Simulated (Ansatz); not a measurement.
Input

```
basis:
  gaussian:
    orbitals: def2-SVPD
crystal:
  periodic: [false, false, false]
  atoms:
    - {symbol: C, position_ang: [-0.441686, -0.678490, -2.298009]}
    - {symbol: C, position_ang: [-0.928138, 0.142378, -1.296403]}
    - {symbol: C, position_ang: [-0.619245, -0.312283, 0.017393]}
    - {symbol: C, position_ang: [0.108637, -1.488394, 0.042406]}
    - {symbol: S, position_ang: [0.404136, -2.022013, -1.586780]}
    - {symbol: Si, position_ang: [-0.626460, -0.440912, -4.148835]}
    - {symbol: Si, position_ang: [0.714095, -2.415451, 1.555725]}
    - {symbol: H, position_ang: [0.703749, -0.309268, -4.811443]}
    - {symbol: H, position_ang: [-1.414108, 0.805529, -4.365415]}
    - {symbol: H, position_ang: [-1.339190, -1.594009, -4.771819]}
    - {symbol: H, position_ang: [-1.495780, 1.053304, -1.498700]}
    - {symbol: H, position_ang: [-0.926427, 0.215150, 0.923142]}
    - {symbol: H, position_ang: [2.202096, -2.523163, 1.562831]}
    - {symbol: H, position_ang: [0.265741, -1.656030, 2.757044]}
    - {symbol: H, position_ang: [0.152138, -3.796674, 1.602586]}
hamiltonian:
  xc: pbe0
output:
  forces: true
  orbitals: {seedname: orbitals}
```

Launched as:

```sh
ansatz run input.yaml --threads 2 --pin off --max-ram 5220MiB --events-out events.jsonl --progress --plain --runs-dir runs
```

Geometry: B3LYP/def2-SVP.

Theory: isolated molecule in a Gaussian basis; Kohn-Sham density functional theory, functional PBE0 in Ansatz 0.2.0.

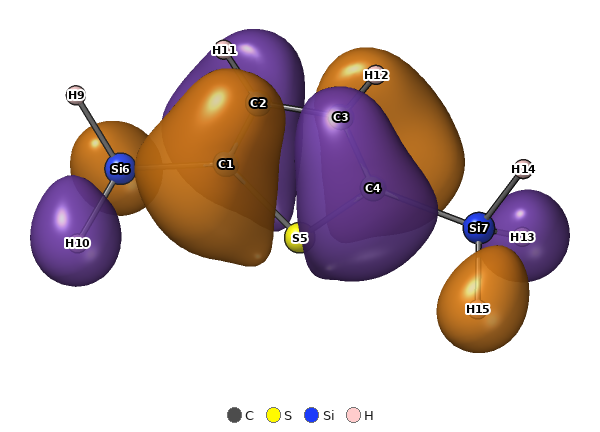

C$_{4}$H$_{8}$SSi$_{2}$. The HOMO at ±0.06 Å⁻³ᐟ² (orange and purple are the two phases), seen at an oblique angle.

### Where does this orbital lie, and at what energy?

By Hirshfeld shares it lies mainly on C1 (about 25 %), C4 (about 25 %), C2 (about 10 %) and C3 (about 10 %). Its energy is −7.12 eV.
